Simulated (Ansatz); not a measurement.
**Response to strain in Mo**

Consider Mo in the bcc (W type) structure (space group Im-3m, No. 229; a = 3.151 Å; relaxed with 0.1 eV smearing). Axes: x, y, z lie along the cube axes.

Strains are applied to the cell and any free atomic positions relax.

Calculations: plane-wave PAW DFT at the r2SCAN level (Ansatz, a first-principles code, 500 eV), spin-orbit coupling left out, earlier PAW set.

Notes on the quantities. pressure: mean of the normal stresses, compression positive.

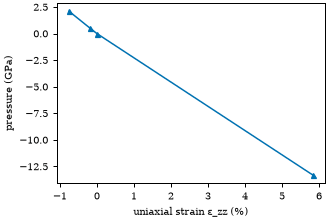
Fig. 1. Pressure against uniaxial strain ε_zz

```json
[
 {"uniaxial strain ε_zz (%)": "-0.75", "pressure": "2.1 GPa"},
 {"uniaxial strain ε_zz (%)": "-0.19", "pressure": "0.5 GPa"},
 {"uniaxial strain ε_zz (%)": "5.83", "pressure": "-13.3 GPa"}
]
```

Whether these cells are dynamically stable was not tested. The final runs are not spin-polarised.
